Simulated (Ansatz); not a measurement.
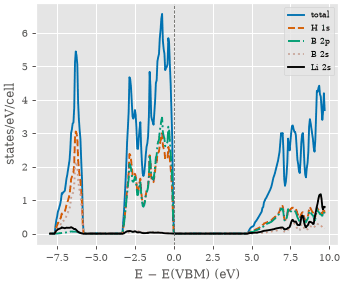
Total and projected density of states of LiBH4 in space group Ama2 (No. 40; Pearson symbol oS24), LDA (plane waves, PAW; program Ansatz)

Which orbitals carry the states next to the gap?

Top 1 eV of the valence band: B 2p 54 %, H 1s 45 %. Bottom 1 eV of the conduction band: H 1s 34 %, B 2p 26 %, Li 2s 9 %, outside the projected shells 27 %. Projections are on Löwdin-orthogonalised atomic valence shells; empty p or d shells of many metals are not among them.

Where is the tallest occupied peak in this window, and what makes it?

Near -0.8 eV, about 6.6 states/eV per cell; the largest projected share is B 2p.

The first step of the workflow began from a Materials Project structure, measured or hypothetical; the Crystallography Open Database copy checked does not list it. COD files the formula under space group No. 62, so this cell is another polymorph or a model. Whether it is the stable phase at ambient conditions was not checked. The LDA relaxation kept the symmetry of its start; phonons on a q-mesh show no instability.

Potentials: the later of the program's two PAW sets.
